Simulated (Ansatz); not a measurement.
**NiGe (Pnma): the Drude term of Re ε in the infrared**

Re ε of NiGe (Pnma) along x at low photon energies is read from one computed spectrum; the carriers' damping was typed as γ = 0.03 eV. x, y and z are the Cartesian axes of the input cell.

The structure is orthorhombic, space group Pnma (No. 62). The conventional cell has a = 5.381 Å, b = 3.428 Å, c = 5.811 Å, α = 90.00°, β = 90.00°, γ = 90.00°. Ge on site c is surrounded by 6 Ni at 2.33 to 2.49 Å. Ni on site c is surrounded by 6 Ge at 2.33 to 2.49 Å.

Method: Ansatz 0.2.0, PBE, independent particles, k-mesh 4×6×4 with interpolation inside its cells, Gaussian parameter 0.15 eV.

Launch of the response step: `ansatz run input.yaml --threads 4 --pin off --max-ram 8192MiB --backend cpu --events-out ev --progress --plain --runs-dir out`. The run took 35.5 min, on 4 threads of Intel(R) Xeon(R) Processor @ 2.50GHz (Skylake/Cascade Lake) (shared host).

```tsv
photon energy E (eV)	wavelength (µm)	Re ε
0.25	4.96	?
0.30	4.13	-253.5
0.35	3.54	-187.5
0.40	3.10	-143.7
0.50	2.48	-86.8
0.60	2.07	-52.7
0.70	1.77	-31.8
```

A Drude term over a constant background gives Re ε = ε_b − ωp²/(E² + γ²), linear in 1/(E² + γ²).

Working, on the rows shown:

| x = 1/(E² + γ²) (eV⁻²) | y = Re ε |
| --- | --- |
| 11.0011 | -253.5 |
| 8.10373 | -187.5 |
| 6.21504 | -143.7 |
| 3.98565 | -86.8 |
| 2.77085 | -52.7 |
| 2.03707 | -31.8 |

Means: x̄ = 5.6856, ȳ = -126. Σ(x − x̄)(y − ȳ) = -1460, Σ(x − x̄)² = 59.08. Slope = -1460 / 59.08 = -24.71; intercept = ȳ − slope · x̄ = 14.485. The line misses the rows shown by at most 4.6.

**Question.** Predict the last column of the withheld row from the fit.

**Answer.** At x = 15.773 the line gives y = -375.25. The run gave -365.8, so the extrapolation is off by 9.4, 3 % of the range in the table.

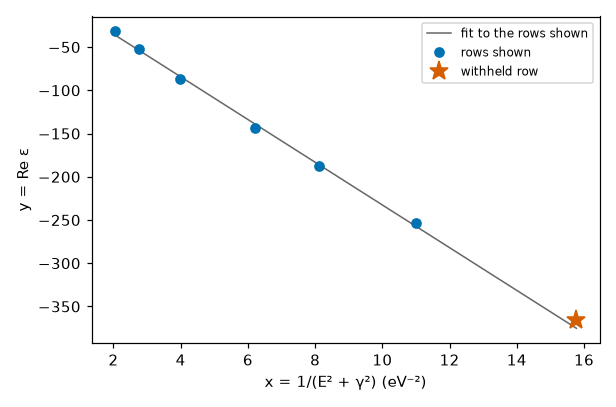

Refitted with all rows, the slope is -24.15 and the intercept 11.855. These give ωp = √(−slope) = 4.91 eV, against 5.14 eV from the program's Fermi-surface sum, and an intercept of 11.9. Taking the program's Drude term off the rows leaves 51 at the lowest energy and 22 at the highest, so the background isn't constant: interband transitions lie in or near the window, and neither fitted number can be trusted. The values come from a sum over the points of one k-mesh and carry its error, which is largest for Fermi-surface quantities. Spin-orbit coupling is left out.

[Logs are printed without paths, hosts, clocks, repeated set-up lines and the standing remarks that a program may print on its own settings, such as how far it seeks lower states.]
